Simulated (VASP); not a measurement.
Band structure of Dy (hcp). All values below come from vdW-DF2, VASP's PBE PAW potentials (set 64) (plane waves; VASP).

The 4f electrons are frozen in the core of the lanthanide potential, so 4f levels, which can set the real gap, and their magnetism are missing.

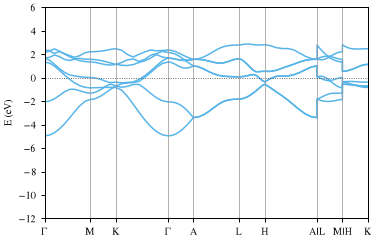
Fig. 1. Bands along high-symmetry lines, zero at the valence-band maximum or, without a gap, the Fermi level

### Question
Read the plot: is there a gap, and where are the band edges?

### Answer
It has no gap at this level: it comes out as a metal or semimetal. (Edges off the drawn lines would not show.)

The compound is Dy in the hcp structure. It was relaxed first, which changed the volume by +5 %.
